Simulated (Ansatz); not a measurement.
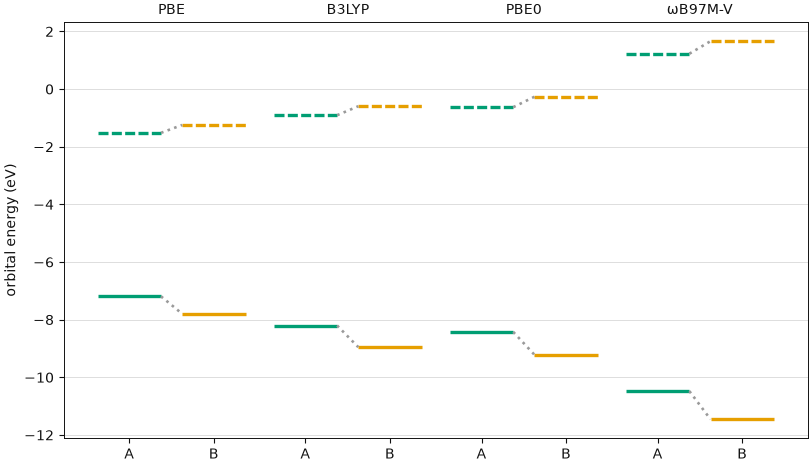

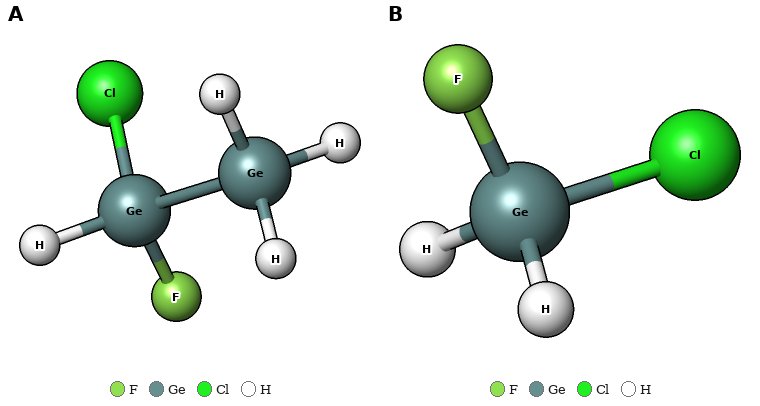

One change: A, Ge₂H₄ClF (SMILES [F][Ge@H]([Cl])[GeH3]), becomes B, GeH₂ClF (SMILES [F][GeH2][Cl]). GeH₃ on Ge is replaced by H. HOMO (solid) and LUMO (dashed) computed in def2-TZVPP at PBE0-D4/def2-TZVP geometries, both minima by their frequencies, gas phase, the Ansatz code 0.2.0. Empty levels above zero depend strongly on the basis.

Question: What does the change do to HOMO and LUMO?

Answer: PBE: the HOMO falls by 0.60 eV, the LUMO rises by 0.27 eV, and the separation goes from 5.67 to 6.55 eV. B3LYP: the HOMO falls by 0.75 eV, the LUMO rises by 0.31 eV, and the separation goes from 7.30 to 8.36 eV. PBE0: the HOMO falls by 0.79 eV, the LUMO rises by 0.36 eV, and the separation goes from 7.80 to 8.95 eV. ωB97M-V: the HOMO falls by 0.98 eV, the LUMO rises by 0.43 eV, and the separation goes from 11.71 to 13.12 eV.

Question: Do the functionals agree on the effect?

Answer: They agree on the direction for both levels; the HOMO shift lies between −0.98 and −0.60 eV and the LUMO shift between 0.27 and 0.43 eV, while the separations themselves differ by up to 6.6 eV between functionals.
